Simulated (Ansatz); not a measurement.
**CFSSi (SMILES F[Si]=C=S) (doublet): density, localisation and related maps**

| atom | x (Å) | y (Å) | z (Å) |
| --- | --- | --- | --- |
| C | 0.4446 | -0.5031 | 0.8182 |
| F | -2.0817 | 0.2880 | 0.4284 |
| S | 1.7708 | -0.7315 | 1.5850 |
| Si | -0.8972 | -0.4355 | -0.4494 |

Geometry: PBE0-D3(BJ)/def2-SVP.

The calculation used isolated molecule in a Gaussian basis; Kohn-Sham density functional theory, functional PBE0 (Ansatz 0.2.0).

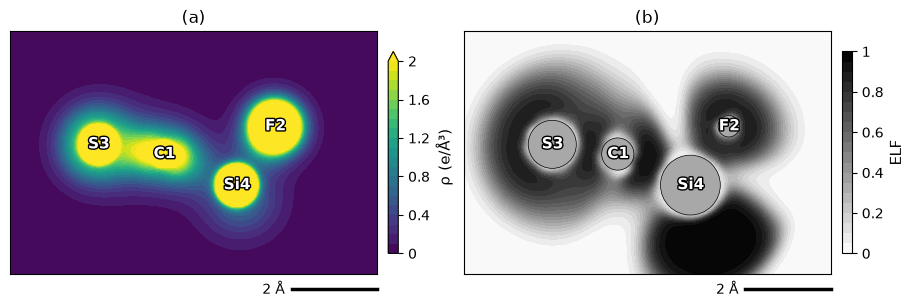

Figure 1. (a) total electron density; (b) ELF on the molecular plane. Grey discs cover the atomic cores in the ELF map.

What do the fields say about this system?

Answer. Atoms in the plane: C, F, S and Si.
C–S (1.55 Å): the density is about 1.9 e/Å³ at the midpoint; the ELF peaks at about 0.90 between the atoms: a covalent bond.
Si–F (1.64 Å): ρ at the midpoint is about 1.1 e/Å³; the ELF peaks at about 0.85 in the valence shell of F, 0.6 Å from its nucleus, and is about 0.55 at the midpoint.
C–Si (1.85 Å): ρ at the midpoint is about 0.91 e/Å³; the ELF peaks at about 0.95 between the atoms (a covalent bond).
The ELF also peaks beside Si4, S3 and F2, away from the bonds: non-bonding electrons, paired or unpaired.

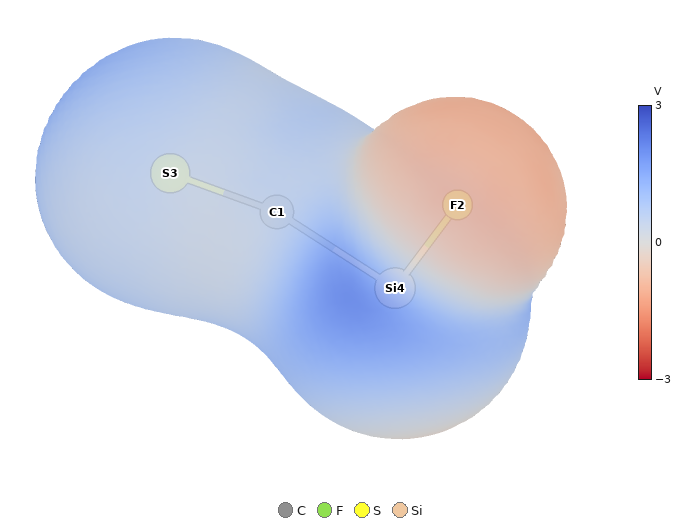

Figure 2. The electrostatic potential painted on the density surface at 0.004 e/bohr³, seen at a tilt; the colour scale runs from red (negative) to blue (positive).

Which sites attract a positive test charge, and which a negative one?

Answer. A positive charge is drawn to the negative regions and a negative charge to the positive ones. The most negative region (about −1.0 V, or −23 kcal/mol for a unit charge) lies over F2, the most positive (about +2.0 V, or +46 kcal/mol for a unit charge) over Si4.

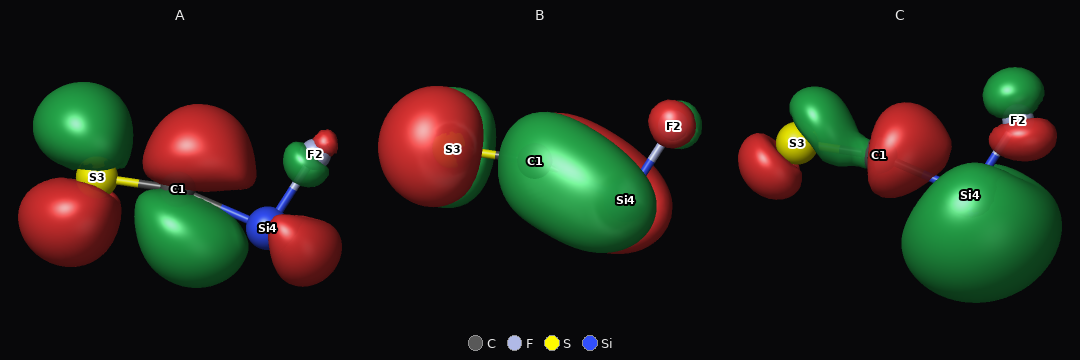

Figure 3. Three frontier orbitals at ±0.1 Å⁻³ᐟ² (green and red are the two phases), in no order.

Which picture is the HOMO−1, the HOMO and the LUMO? All are α orbitals.

Answer. C is the HOMO−1 (α) (−7.67 eV). Its weight (Hirshfeld) is mainly on Si4 (about 70 %), C1 (about 10 %), F2 (about 10 %) and S3 (about 5 %); it is symmetric in the molecular plane (an in-plane orbital: σ, lone-pair or in-plane π type). B is the HOMO (α) (−6.22 eV). By Hirshfeld shares it lies mainly on S3 (about 40 %), Si4 (about 30 %) and C1 (about 30 %); it changes sign across the molecular plane (π type); π-bonding across C1–Si4; π-antibonding (a node) across C1–S3. A is the LUMO (α) (−3.36 eV). Its weight (Hirshfeld) is mainly on S3 (about 40 %), C1 (about 40 %) and Si4 (about 20 %); it is symmetric in the molecular plane (an in-plane orbital: σ, lone-pair or in-plane π type).

What is the gap between the highest occupied and lowest empty α orbitals?

Answer. 2.86 eV between the orbital energies.
